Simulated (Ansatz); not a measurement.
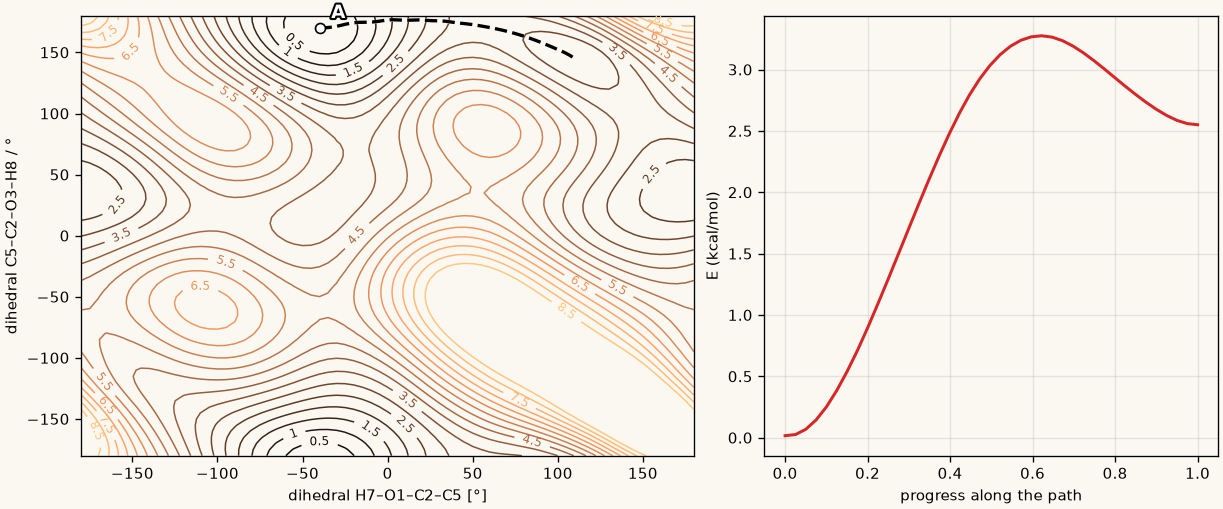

C₂H₂FNO₂, SMILES OC1(O)N=C1F. First axis: dihedral H7–O1–C2–C5. Second axis: dihedral C5–C2–O3–H8. Nothing is relaxed (all other coordinates rigid). The scan uses a 12 × 12 grid. Points are written as (first, second). Energies: kcal/mol, counted from the relaxed molecule at the same level. Computed with Ansatz 0.2.0, RKS PBE0-D4/def2-SVP.

The picture shows contour lines labelled in kcal/mol (none above 8.5), a line along the lowest path, the energy along the path at the right, the start A. Between grid points the surface is interpolated.

Q: Describe the path and its barrier.

A: The easiest path leads from the well at about (−40°, 170°) to the well at about (110°, 145°), about 2.5 kcal/mol higher. Its highest point lies about 3.3 kcal/mol above the bottom of the first well on the interpolated surface, at about (55°, 170°). Seen from the upper well the barrier is about 0.72 kcal/mol. The start is the relaxed structure and all else is held, so a fully relaxed path at this level can only be lower.
